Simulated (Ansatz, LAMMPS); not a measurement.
# Static equation of state of glassy 25SiO2-50B2O3-12CaO-12Na2O (mol %) (62 atoms)

Density of this cell: 2.44 g/cm³. The cell holds 62 atoms: 4 Si, 16 B, 2 Ca, 4 Na and 36 O. Cell: a = 9.024 Å, b = 8.925 Å, c = 8.783 Å, α = 91.0°, β = 84.1°, γ = 92.4°. The starting structure: 62 atoms (4 Si, 16 B, 2 Ca, 4 Na, 36 O) placed at random at 2.2 g/cm³, melted at 3000 K for 20 ps at fixed volume with the Buckingham and Coulomb pair potential of Guillot and Sator (Geochim. Cosmochim. Acta 71, 1249 (2007)) with the boron terms of Wang et al. (J. Non-Cryst. Solids 498, 294 (2018)). Quenched from 3000 K to 300 K at 20 K/ps and fixed volume, held 10 ps at zero pressure.

Calculated with Ansatz 0.2.0: Kohn-Sham DFT, PBEsol, PAW (set soft_2), plane waves; cutoff 420 eV, Γ point, fixed occupations. Cell and atoms were relaxed first, to V0 = 11.338 Å³ an atom at a residual P0 = -0.006 GPa. The cell was then scaled evenly, and the atoms were relaxed at each volume.

| volume (Å³/atom) | pressure (GPa) |
| --- | --- |
| 10.204 | ? |
| 10.658 | 3.508 |
| 10.998 | 1.707 |
| 11.678 | -1.551 |
| 12.018 | -2.830 |

**Question.** Fit the third-order Birch–Murnaghan equation to the rows given and extrapolate to the withheld row.

**Working.**

Take the Eulerian strain f = ½[(V0/V)^(2/3) − 1] and the normalised pressure F = (P − P0) / [3f(1 + 2f)^(5/2)]. The third-order Birch–Murnaghan equation is then the line F = B0 + (3/2)B0(B′ − 4) f, so u = f and v = F.

| u = f | v = F (GPa) |
| --- | --- |
| 0.0210567 | 50.1774 |
| 0.0102570 | 52.9013 |
| -0.00975637 | 55.4757 |
| -0.0190505 | 54.4592 |

With n = 4: mean u = 6.2671e-4, mean v = 53.2534, Σ(u − ū)² = 0.0010051, Σ(u − ū)(v − v̄) = -0.11303. Slope b = -0.11303 / 0.0010051 = -112.46; intercept a = v̄ − b ū = 53.324.

So B0 = a = 53.3 GPa and B′ = 4 + 2b/(3a) = 2.59. At the withheld volume f = 0.03638, F = a + b f = 49.23 GPa, and P = P0 + 3f(1 + 2f)^(5/2) F.

Prediction at 10.204: 6.400 GPa. The run gave 6.156 GPa, so the fit is high by 0.24 GPa (4.0 % of the value).

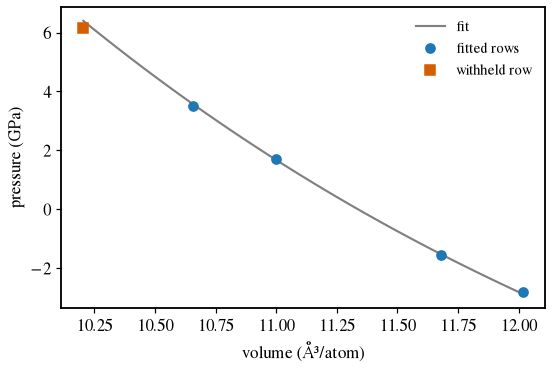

The fit, the rows that it rests on and the withheld row.

Among the rows given, the largest miss of the fit is at 10.658, by 0.055 GPa (0.61 % of the range of the table).

Limits: Static cells at zero temperature; the cell shape is held. The program notes that the SCF threshold of these relaxations is loose for the stress. The quench rate of 20 K/ps is many orders above laboratory rates, so the cell is likely richer in defects and strain than a real sample. The network of bonds at the start is that of the classical potential that made the cell, and needn't be the one that DFT or experiment would give. Only the Γ point is sampled, in a cell whose shortest periodic width is 9 Å.

[Hosts, paths, dates, database ids (printed as entryN), source tags and the programs' standing remarks are cut or masked in the printed files.]
